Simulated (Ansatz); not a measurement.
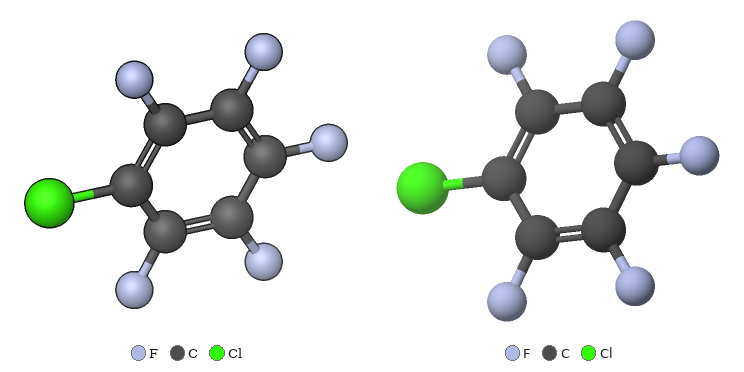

Two views of one molecule.

Describe the molecule.

It has 12 atoms: 6 carbon, 1 chlorine and 5 fluorine (C₆ClF₅). As SMILES it reads `Fc1c(F)c(F)c(Cl)c(F)c1F`. Independent rings (smallest set): 1 of 6 members, 1 of them aromatic. Among its groups: C–F bond, C–Cl bond. The point group is C2v. All atoms lie on one plane. Coordination: 6 C trigonal planar.

More results for the same structure follow; atom numbers are the same in all pictures, views and colours differ. The computed structure is the end point of a PBE0-D4/def2-TZVP optimisation.

**Dipole moment**

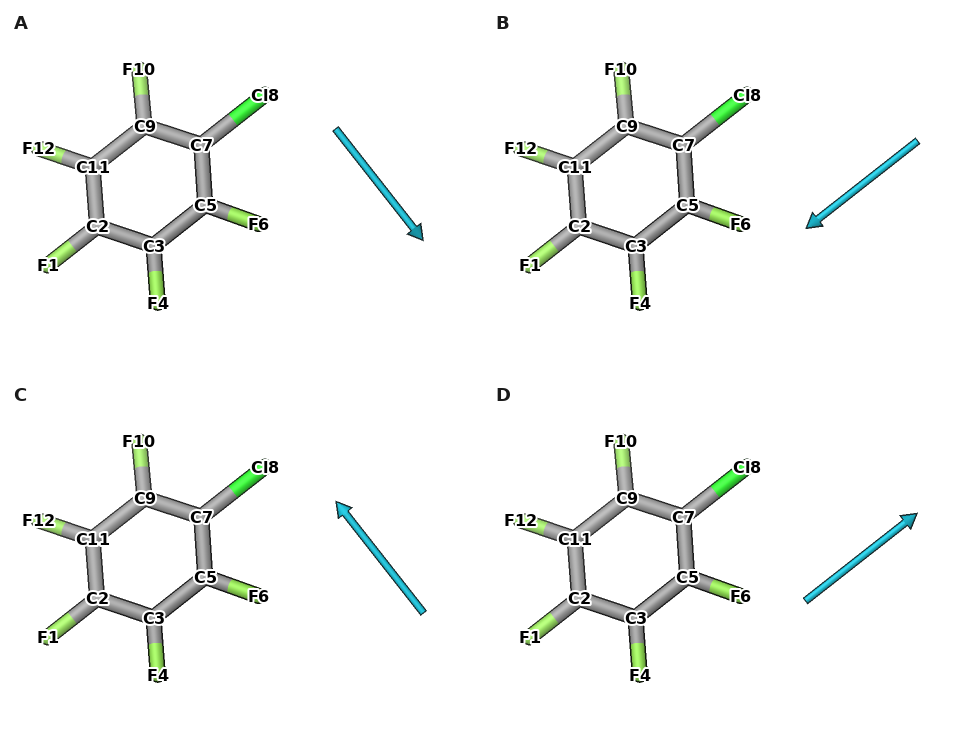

The same molecule four times, each with an arrow. Method: RKS PBE0-D4/def2-TZVP (Ansatz 0.2.0).

Question: Which arrow points along the dipole moment, from the negative to the positive end?

Answer: D. The dipole moment is 0.28 D; it points from the side of F1 to the side of Cl8 (the outermost atoms at the two ends).

**Charges**

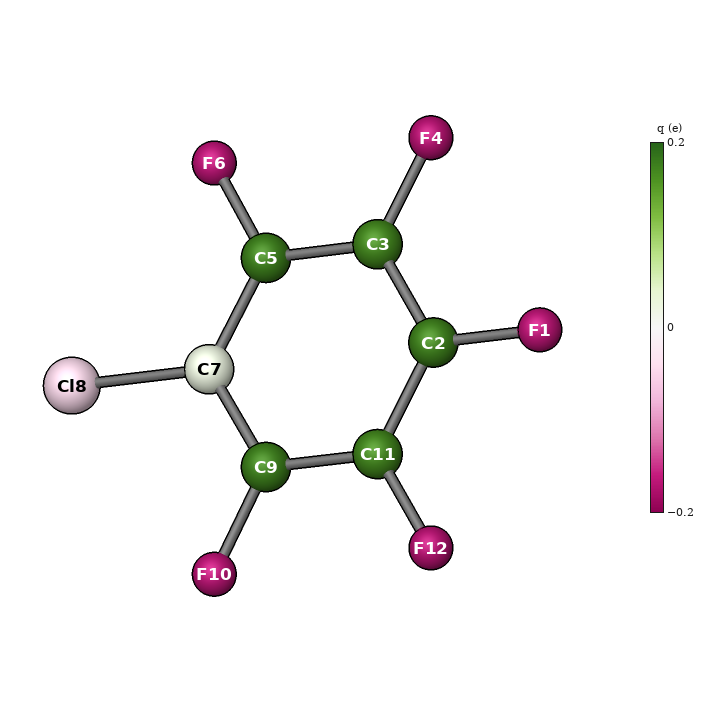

Atoms are coloured by their Mulliken charges. Method: RKS r2SCAN-D4/def2-TZVPP (Ansatz 0.2.0).

Question: Which atom carries the highest charge (most positive or least negative)?

Answer: C2, C3, C5, C9, C11 (0.17 e).

Question: And the lowest?

Answer: F1, F4, F6, F10, F12 (−0.17 e).

List the Mulliken charges.

```json
{"atom": "F1", "value (e)": "−0.17"}
{"atom": "C2", "value (e)": "0.17"}
{"atom": "C3", "value (e)": "0.17"}
{"atom": "F4", "value (e)": "−0.17"}
{"atom": "C5", "value (e)": "0.17"}
{"atom": "F6", "value (e)": "−0.17"}
{"atom": "C7", "value (e)": "0.02"}
{"atom": "Cl8", "value (e)": "−0.04"}
{"atom": "C9", "value (e)": "0.17"}
{"atom": "F10", "value (e)": "−0.17"}
{"atom": "C11", "value (e)": "0.17"}
{"atom": "F12", "value (e)": "−0.17"}
```

**Levels of theory compared**

Program: Ansatz 0.2.0.

At this fixed geometry, give HOMO energy (eV), HOMO–LUMO gap (eV), vertical IP (eV) at these levels: B3LYP-D4/def2-TZVPP; PBE-D4/def2-TZVPP; PBE0-D4/def2-TZVPP; r2SCAN-D4/def2-TZVPP; ωB97M-V/def2-TZVPP; ωB97X-V/def2-TZVPP.

```
               level  HOMO energy (eV)  HOMO–LUMO gap (eV)  vertical IP (eV)
 B3LYP-D4/def2-TZVPP             −7.55                6.18              9.64
   PBE-D4/def2-TZVPP             −6.53                4.59              9.26
  PBE0-D4/def2-TZVPP             −7.75                6.60              9.64
r2SCAN-D4/def2-TZVPP             −6.79                4.99              9.40
  ωB97M-V/def2-TZVPP             −9.81               10.71              9.74
  ωB97X-V/def2-TZVPP             −9.92               10.85              9.78
```

Mulliken values depend strongly on the basis set and can even reverse the polarity of a bond.
